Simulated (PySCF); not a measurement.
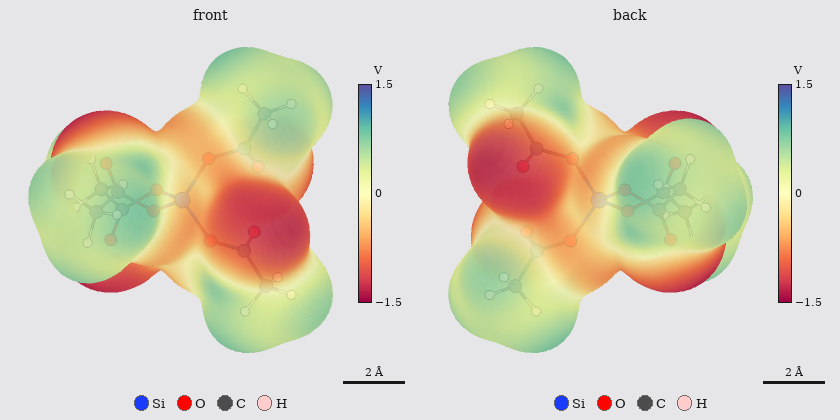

*C8H12O8Si. The electrostatic potential painted on the density surface at 0.001 e/bohr³, seen from the front and from behind; the colour scale runs from red (negative) to blue (positive).*

Geometry: PBE0-D3(BJ)/def2-SVP.

The calculation used PySCF, wB97X-D/def2-SVPD, SCF density, gas phase.

```xyz
29

Si   -0.0033   -0.0195   -0.0274
O    -0.1515    0.1468    1.6203
C    -1.1823   -0.3560    2.3390
C    -0.9586   -0.2025    3.8075
O    -2.1341   -0.8671    1.8170
H    -1.8473   -0.5302    4.3574
H    -0.7142    0.8422    4.0450
H    -0.0904   -0.8150    4.0939
O     1.6104    0.1508   -0.3874
C     2.2378    1.3488   -0.4514
C     3.6393    1.2115   -0.9474
O     1.6888    2.3719   -0.1482
H     4.1502    2.1789   -0.9003
H     3.6082    0.8502   -1.9865
H     4.1752    0.4563   -0.3555
O    -0.9898    1.1252   -0.7172
C    -0.8058    1.6391   -1.9571
C    -1.7001    2.8083   -2.2072
O     0.0012    1.1872   -2.7208
H    -1.6151    3.1291   -3.2508
H    -1.3945    3.6255   -1.5362
H    -2.7390    2.5514   -1.9581
O    -0.4846   -1.4966   -0.6158
C    -0.2541   -2.6684    0.0234
C    -1.0072   -3.7950   -0.6032
O     0.4648   -2.7398    0.9814
H    -0.7299   -4.7420   -0.1283
H    -0.8100   -3.8261   -1.6839
H    -2.0837   -3.6071   -0.4719
```

Describe the electrostatic potential map.

The most negative region (about −1.3 V, or −30 kcal/mol for a unit charge) lies over O5, O12, O19 and O26, the most positive (about +0.8 V, or +18 kcal/mol for a unit charge) over the C and H atoms.

What dipole moment does the calculation give?

Its dipole moment is 0.15 D.
